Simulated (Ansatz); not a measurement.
# AsGaH8Si (built from SMILES [AsH3].[SiH3][GaH2]): search for a transition state

Aim: find the saddle point of a four-centre ligand exchange that is to form Ga1–As6, Si2–H5 and break Ga1–Si2, H5–As6, prove it by its vibrations, and relax downhill on both sides to see what it joins.

Computed with Ansatz 0.2.0, Gaussian basis. Level: PBE0-D4, def2-SVP first, then def2-TZVP.

152 further runs of the same task are left out: 152 set aside as unsound or not needed. Runs told in other sessions of the task aren't counted.

## 1. Where the work starts

The guess: 11 atoms, charge 0, spin multiplicity 1.

Atoms are counted from 1 here; the program's logs count them from 0.

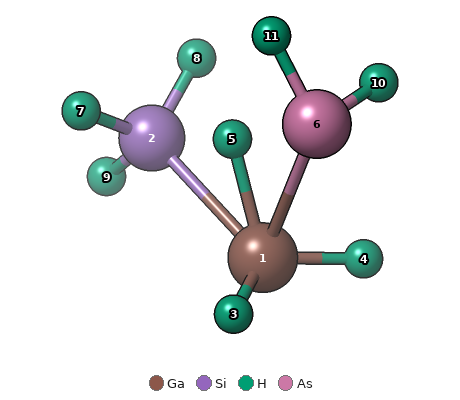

The starting geometry (gallium brown, silicon purple, hydrogen teal, arsenic pink); atoms are numbered from 1 in the order of the file.

As a file:

```xyz
11
AsGaH8Si
Ga   -0.8593   -1.1352   -0.7692
Si    1.1632   -0.8153    1.0193
H    -0.5717   -1.2956   -2.3022
H    -2.3468   -0.8751   -0.3493
H     0.1454    0.3019   -0.1026
As   -0.8484    1.6609   -1.1412
H     2.3939   -0.3281    0.3709
H     0.8331    0.0838    2.1399
H     1.5218   -2.1045    1.6439
H    -1.6496    1.9199    0.1035
H     0.2185    2.5872   -0.6131
```

Distances that are to change: Ga1–As6 2.82 Å, Si2–H5 1.88 Å, Ga1–Si2 2.72 Å, H5–As6 1.98 Å.

## 2. Relaxing the guess with the reacting distances held

hold/in.yaml

```yaml
crystal:
  periodic: [false, false, false]
  atoms:
    - {symbol: Ga, position_ang: [-0.859300, -1.135200, -0.769200]}
    - {symbol: Si, position_ang: [1.163200, -0.815300, 1.019300]}
    - {symbol: H, position_ang: [-0.571700, -1.295600, -2.302200]}
    - {symbol: H, position_ang: [-2.346800, -0.875100, -0.349300]}
    - {symbol: H, position_ang: [0.145400, 0.301900, -0.102600]}
    - {symbol: As, position_ang: [-0.848400, 1.660900, -1.141200]}
    - {symbol: H, position_ang: [2.393900, -0.328100, 0.370900]}
    - {symbol: H, position_ang: [0.833100, 0.083800, 2.139900]}
    - {symbol: H, position_ang: [1.521800, -2.104500, 1.643900]}
    - {symbol: H, position_ang: [-1.649600, 1.919900, 0.103500]}
    - {symbol: H, position_ang: [0.218500, 2.587200, -0.613100]}
basis:
  gaussian: {orbitals: def2-SVP}
hamiltonian: {xc: pbe0, dispersion: d4}
relax: {f_tol: 0.04, max_steps: 150, escape_saddle: false, constraints: [{distance: [0, 5]}, {distance: [1, 4]}, {distance: [0, 1]}, {distance: [4, 5]}]}
```

Launch:

```bash
$ ansatz run in.yaml --threads 8 --pin off --events-out ev --progress --plain --max-ram 19148MiB
```

After this run come: A starting Hessian; Saddle search in the small basis; Saddle search in triple zeta; Vibrations at the point found; Relaxing after a step of 0.30 Å one way along the mode; Relaxing after a step of 0.30 Å the other way along the mode.

Before running it: what results should come out? Wanted: imaginary mode; barrier from the start side; barrier from the end side; energy of the step; pairs that change; zero-point energy at the saddle.

As calculated:

```
                       quantity                                                         value
                 imaginary mode                                                     784i cm⁻¹
    barrier from the start side                                                   59.7 kJ/mol
      barrier from the end side                                                  104.7 kJ/mol
             energy of the step                                                  -45.0 kJ/mol
              pairs that change  Ga1–As6 formed, Si2–H5 formed, Ga1–Si2 broken, H5–As6 broken
zero-point energy at the saddle                                                      1.631 eV
```

The point has a single imaginary mode (784i cm⁻¹), as a transition state must. Going downhill both ways gives the intended start and end. At PBE0-D4/def2-TZVP the electronic barrier is 59.7 kJ/mol, about 24 kT at 298 K, and the step runs 45.0 kJ/mol downhill. These are plain relaxations, not an intrinsic reaction coordinate.
